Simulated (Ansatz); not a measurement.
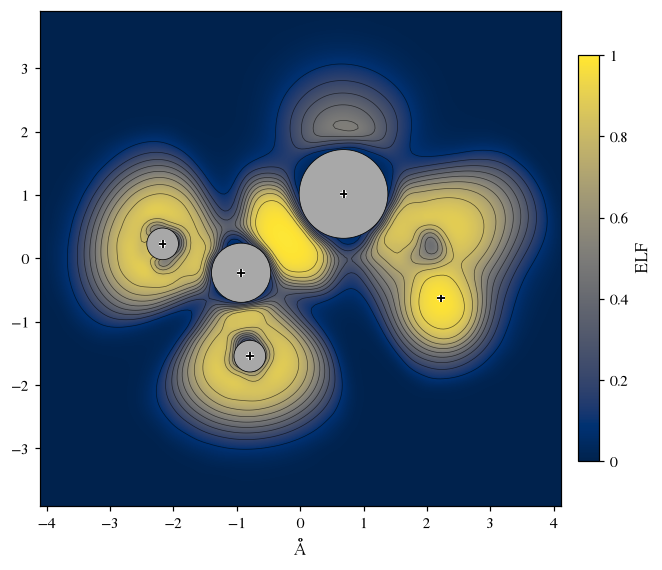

The electron localisation function on a plane through atoms (crosses mark nuclei in the plane; grey discs cover the cores).

Theory: Ansatz, RKS PBE0-D4/def2-TZVPP.

Candidates:
A. CH$_{2}$BFN$_{2}$
B. C$_{2}$H$_{5}$BSn (SMILES [BH2][SnH2][C]#C)
C. BF$_{2}$H$_{3}$OSi (SMILES O[SiH2]B(F)F)

Which system is this?

Answer. Candidate C: BF$_{2}$H$_{3}$OSi on the plane of atoms Si2, B3 and F4, which holds Si, B, F and H. B–F (1.32 Å): the ELF peaks at about 0.85 between the atoms: a shared but strongly polarised pair. Si–B (2.04 Å): the ELF peaks at about 1 between the atoms (a shared electron pair).
